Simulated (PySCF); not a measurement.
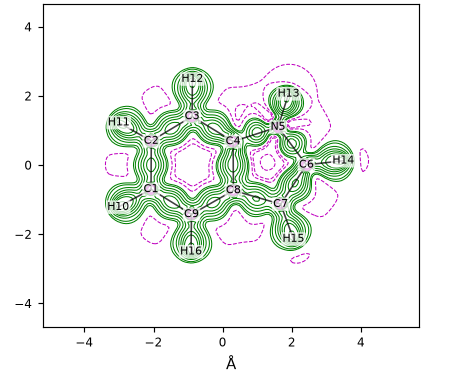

Figure 1: C8H7N, SMILES `c1ccc2[nH]ccc2c1`. Deformation density (molecule less spherical, spin-averaged free atoms) in the molecular plane; contours at ±0.05 to ±0.8 e/Å³; solid green lines: gain, dashed magenta lines: loss.

Computed with PySCF, BP86/6-311G**, geometry: GFN2-xTB. No frequency check shows the geometry to be a minimum.

Input script:

```python
import numpy as np
from pyscf import gto, scf, dft
from pyscf.scf import atom_ks, atom_hf
from scipy.linalg import block_diag

def solve(mol, dm0=None, hcore=None):
    mf = (dft.UKS if mol.spin else dft.RKS)(mol, xc='bp86')
    mf.grids.level = 3
    mf = mf.density_fit(auxbasis='def2-universal-jkfit')
    mf.conv_tol, mf.max_cycle = 1e-8, 80
    if hcore is not None:
        mf.get_hcore = lambda *args: hcore
    mf.kernel(dm0)
    if not mf.converged:
        mf = mf.newton().run(mf.mo_coeff, mf.mo_occ, max_cycle=30)
    assert mf.converged, 'SCF not converged'
    return mf

mol = gto.M(atom='''
C      2.13937     0.68050     0.00000
C      2.11212    -0.71726     0.00000
C      0.92123    -1.41079     0.00000
C     -0.25350    -0.66962     0.00000
N     -1.55827    -1.07097     0.00000
C     -2.36408     0.03485     0.00000
C     -1.60378     1.16260     0.00000
C     -0.24227     0.74679     0.00000
C      0.97897     1.42061     0.00000
H      3.09565     1.18326     0.00000
H      3.04520    -1.26143     0.00000
H      0.90004    -2.49114     0.00000
H     -1.87644    -2.02484     0.00000
H     -3.43263    -0.06911     0.00000
H     -1.95918     2.17373     0.00000
H      1.00683     2.50029     0.00000
''', basis='6-311g**', charge=0, spin=0, verbose=4)
mf = solve(mol)
mf.analyze()
# spherically averaged free atoms, for the promolecule
atm = atom_ks.get_atm_nrks(mol, xc='bp86')
pro = block_diag(*[(atm[a[0]][2] * atm[a[0]][3]) @ atm[a[0]][2].T for a in mol._atom])
np.savez('result.npz', e=mf.e_tot, c=mf.mo_coeff, occ=mf.mo_occ, eps=mf.mo_energy, pro=pro, dip=mf.dip_moment(verbose=0), s2=mf.spin_square()[0])
```

Command:

```sh
OMP_NUM_THREADS=1 python input.py
```

The run took 66 s on 1 thread of Arm Neoverse V1, with other jobs on the host, peak memory 0.71 GiB.

Partitions, critical points and surface values were worked out afterwards from this run's density.

Question: Describe the bonding that the map shows.

Answer: The five largest and four smallest: N5–H13: +0.80 e/Å³ at the bond critical point (bond length 1.01 Å, Mayer order 0.9). C6–H14: +0.71 e/Å³ at the bond critical point (bond length 1.07 Å, Mayer order 1.0). C2–H11: +0.69 e/Å³ at the bond critical point (bond length 1.08 Å, Mayer order 1.0). C9–H16: +0.69 e/Å³ at the bond critical point (bond length 1.08 Å, Mayer order 1.0). C7–H15: +0.68 e/Å³ at the bond critical point (bond length 1.07 Å, Mayer order 1.0). C1–C2: +0.57 e/Å³ at the bond critical point (bond length 1.40 Å, Mayer order 1.4). C7–C8: +0.52 e/Å³ at the bond critical point (bond length 1.42 Å, Mayer order 1.3). C4–N5: +0.29 e/Å³ at the bond critical point (bond length 1.36 Å, Mayer order 1.1). N5–C6: +0.27 e/Å³ at the bond critical point (bond length 1.37 Å, Mayer order 1.2). In all, 3.5 electrons gather in the regions of gain relative to the promolecule.

Question: Where do the Hirshfeld charges lie?

Answer: The highest Hirshfeld charge is on H13 (+0.15 e), the lowest on C7 (−0.10 e).
